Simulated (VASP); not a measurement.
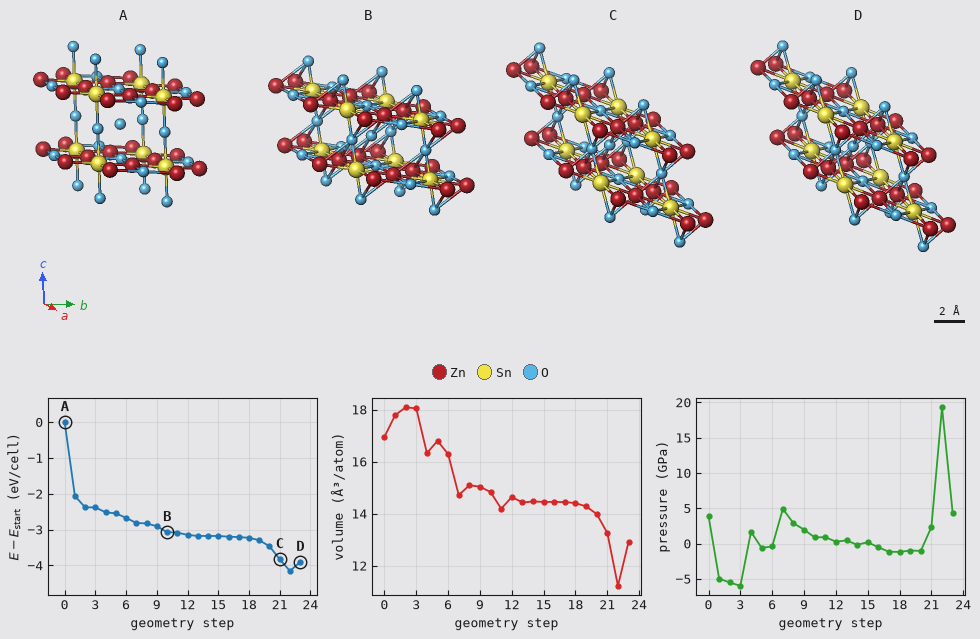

Frames of a relaxation of crystalline Zn2SnO3 (a generated structure, set up in C2/m), marked on the history of the run. The picture is a ball-and-stick view of the cell of the calculation, seen slightly off an axis.

The run lets cell and atoms move.

These are results of VASP 6.6.1, Kohn-Sham DFT of a periodic cell, PBE, VASP PAW PBE potentials, recommended, not measurements.

Input file:
```
SYSTEM = Zn2SnO3
PREC = Normal
ENCUT = 520
EDIFF = 1E-4
ISMEAR = 0
SIGMA = 0.15
LREAL = .False.
LASPH = .True.
NELM = 60
ALGO = Fast
ISIF = 3
LWAVE = .False.
LCHARG = .False.
GGA = PE
IBRION = 2
NSW = 24
EDIFFG = -0.08
```

Run as
```bash
cat potpaw_PBE.64/Zn/POTCAR potpaw_PBE.64/Sn_d/POTCAR potpaw_PBE.64/O/POTCAR > POTCAR
mpirun -np 1 vasp_std > vasp.out
```

> Describe the path.

The relaxation stopped without meeting its thresholds, so the last structure isn't shown to be converged. The atoms keep their places relative to the cell (all moves are under 0.005 Å). The volume changes by −23.8 %, with a = b 4.662 → 5.046 Å (+8.2 %), c 4.788 → 4.958 Å (+3.6 %), α 95.7° → 126.5°, β 95.7° → 126.5°, γ 80.4° → 56.2°. Some distances before and after: O–Zn 3.172 → 2.252 Å, Zn–Zn 3.010 → 2.376 Å, O–Sn 3.010 → 2.376 Å, Sn–Zn 2.331 → 2.523 Å. New bonds form, among them: O–Zn (3.17 → 2.25 Å). Among the angles between lasting bonds that change: Zn–Sn–O 95.7° → 126.5°, Zn–Sn–Zn 99.6° → 123.8°, Zn–Sn–Zn 80.4° → 56.2°. The space group stays C2/m (No. 12). Over 23 geometry steps the energy falls by 3.902 eV per cell of the calculation. All forces vanish by symmetry, so only the cell relaxes. Pressure: 3.90 GPa at the start and 4.39 GPa at the end. The volume changes by over a tenth within one run on a fixed set of plane waves, so the end point should be relaxed again from the new cell. It ran on 1 thread of Intel(R) Xeon(R) 6975P-C (Granite Rapids) (shared host). From step 0 to 10: volume −12.5 %, energy −3.070 eV per cell of the calculation. From step 10 to 21: volume −10.6 %, energy −0.755 eV per cell of the calculation. From step 21 to 23: volume −2.6 %, energy −76.0 meV per cell of the calculation.

```
step  E − E(0), meV/atom  pressure, GPa  volume, Å³/atom
   0                0.00           3.90           16.956
   1             -343.43          -4.98           17.782
   2             -396.40          -5.49           18.090
   3             -396.34          -5.99           18.047
   4             -419.49           1.68           16.328
   5             -424.31          -0.60           16.802
   6             -445.16          -0.39           16.289
   7             -468.98           4.93           14.714
   8             -471.27           2.89           15.092
   9             -484.09           1.99           15.039
  10             -511.71           0.88           14.829
  11             -513.68           0.92           14.192
  12             -524.58           0.28           14.641
  13             -529.31           0.46           14.431
  14             -529.41          -0.16           14.471
  15             -529.45           0.20           14.454
  16             -532.75          -0.51           14.454
  17             -534.69          -1.15           14.447
  18             -537.87          -1.17           14.408
  19             -549.08          -0.97           14.280
  20             -577.45          -1.03           13.988
  21             -637.61           2.36           13.258
  22             -692.52          19.32           11.226
  23             -650.28           4.39           12.914
```
